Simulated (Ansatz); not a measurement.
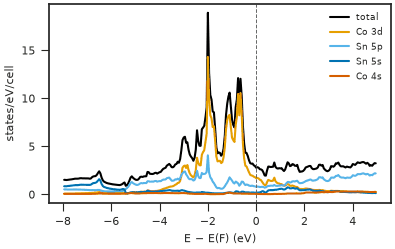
Figure. Total and projected density of states of CoSn2 in space group I4/mcm (No. 140; Co on 4a, Sn on 8h), plane-wave PAW LDA (Ansatz code)

### Question
Which orbitals carry the states next to the Fermi level?

### Answer
Within 0.5 eV of the Fermi level: Co 3d 61 %, Sn 5p 28 %, Sn 5s 7 %. Projections are on Löwdin-orthogonalised atomic valence shells; empty p or d shells of many metals are not among them.

### Question
Where is the tallest occupied peak in this window, and what makes it?

### Answer
Near -2.0 eV, about 19 states/eV per cell; the largest projected share is Co 3d.

The first step of the workflow began from a Materials Project structure, measured or hypothetical; the Crystallography Open Database files this formula in space group No. 140, but the cells were not matched. Whether it is the stable phase at ambient conditions was not checked. Symmetry was held in the LDA relaxation; whether a distortion lowers the energy is not shown. The run is not spin-polarised. Scalar-relativistic: spin–orbit coupling is off unless named, which matters more the heavier the elements.

Potentials: the later of the program's two PAW sets.
